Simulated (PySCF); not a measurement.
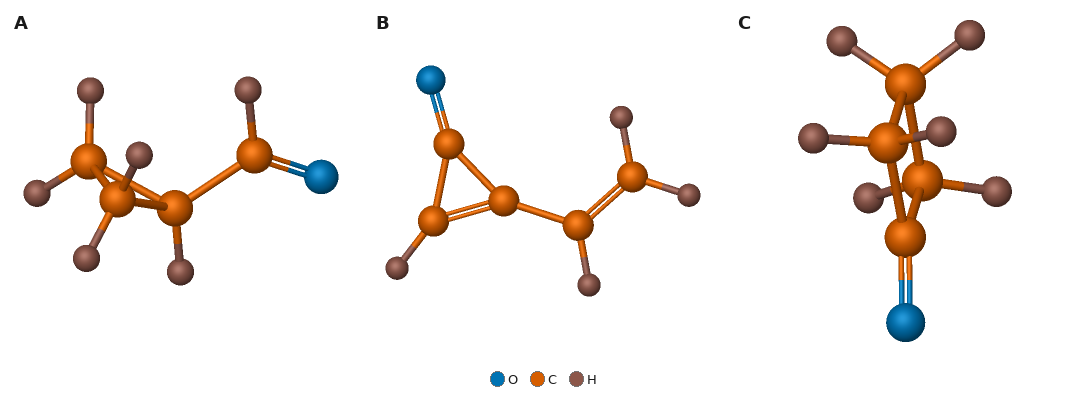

The picture comes from a calculation with PySCF.

Which panel belongs to which SMILES?
(1) C=Cc1cc1=O
(2) O=CC1CC1
(3) O=C1CCC1

A is (2), B is (1), C is (3).
